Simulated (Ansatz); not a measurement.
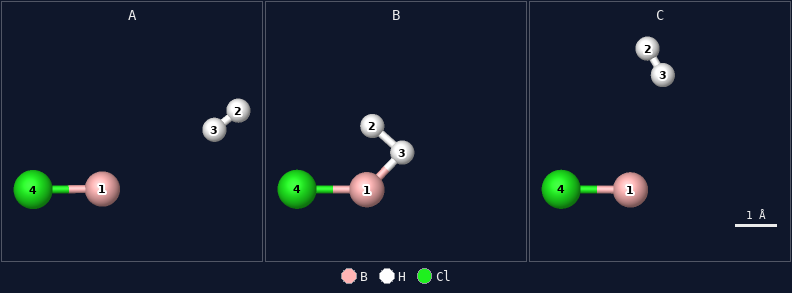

3 geometries from a converged minimum-energy path of BH$_{2}$Cl, shuffled. The picture is a ball-and-stick view, seen at a tilt.

Computed with RKS PBE0/def2-SVP (Ansatz). Run with 7 movable images; climbing image; force threshold 0.05 eV/Å; iteration limit 60; starting path through a guess of the saddle point.

### Which frame is the top of the path?

B. In order along the path, whose images run from 0 to 8: B (image 3, +94.7 kcal/mol), C (image 6, +74.7 kcal/mol), A (image 8, +74.5 kcal/mol). Breaking: B1–H2 (1.20 → 1.60 at the top → 3.90 Å), B1–H3 (1.20 → 1.28 at the top → 3.15 Å). Forming: H2–H3 (2.12 → 0.99 at the top → 0.76 Å).

Cost: 95 s on 1 thread of Arm Neoverse V1 (shared host), peak memory 0.089 GiB.
